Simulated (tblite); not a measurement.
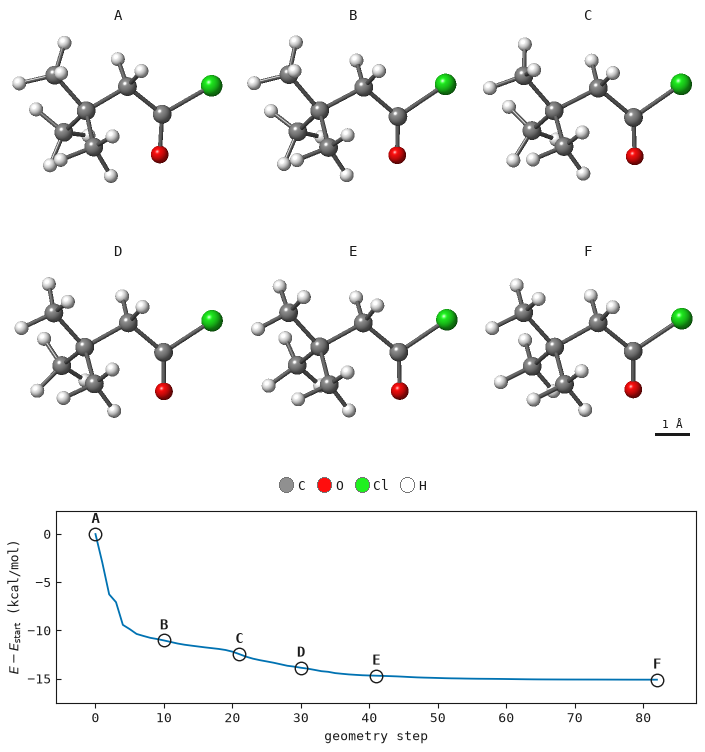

Frames of a relaxation of C₆H₁₁ClO, marked on the history of the run. A ball-and-stick model, seen at a tilt.

Theory: tblite 0.8.0, GFN2-xTB geometry optimisation, gas phase. 

Question: What happens along the run?

Answer: The largest move after the best rigid fit is that of an H atom, 0.81 Å. By element the largest moves are H 0.81 Å, Cl 0.21 Å, O 0.13 Å, C 0.11 Å. Among the contacts that change: C–O 1.228 → 1.182 Å, C–C 1.496 → 1.542 Å, C–H 1.115 → 1.087 Å, C–C 1.508 → 1.529 Å. Bond angles that change, for instance: C–C–Cl 116.3° → 110.3°, C–C–O 125.5° → 131.1°, C–C–H 105.9° → 110.7°. Groups turn about C–C by about 45°, C–C by about 30°. The energy falls by 15.1 kcal/mol in 82 geometry steps. From step 0 to 10: an H atom moves most (0.17 Å), energy −11.0 kcal/mol. From step 10 to 21: an H atom moves most (0.24 Å), energy −1.42 kcal/mol. From step 21 to 30: an H atom moves most (0.25 Å), energy −1.41 kcal/mol. From step 30 to 41: an H atom moves most (0.21 Å), energy −0.82 kcal/mol. From step 41 to 82: an H atom moves most (0.21 Å), energy −0.41 kcal/mol.

```
step  E − E(0), kcal/mol
   0                0.00
   1               -2.96
   2               -6.25
   3               -7.07
   4               -9.42
   5               -9.86
   6              -10.36
   7              -10.56
   8              -10.76
   9              -10.89
  10              -11.03
  14              -11.57
  18              -11.91
  21              -12.45
  25              -13.21
  29              -13.75
  33              -14.22
  37              -14.55
  40              -14.67
  44              -14.76
  48              -14.88
  52              -14.96
  55              -14.99
  59              -15.02
  63              -15.06
  67              -15.08
  71              -15.09
  74              -15.09
  78              -15.10
  82              -15.10
```
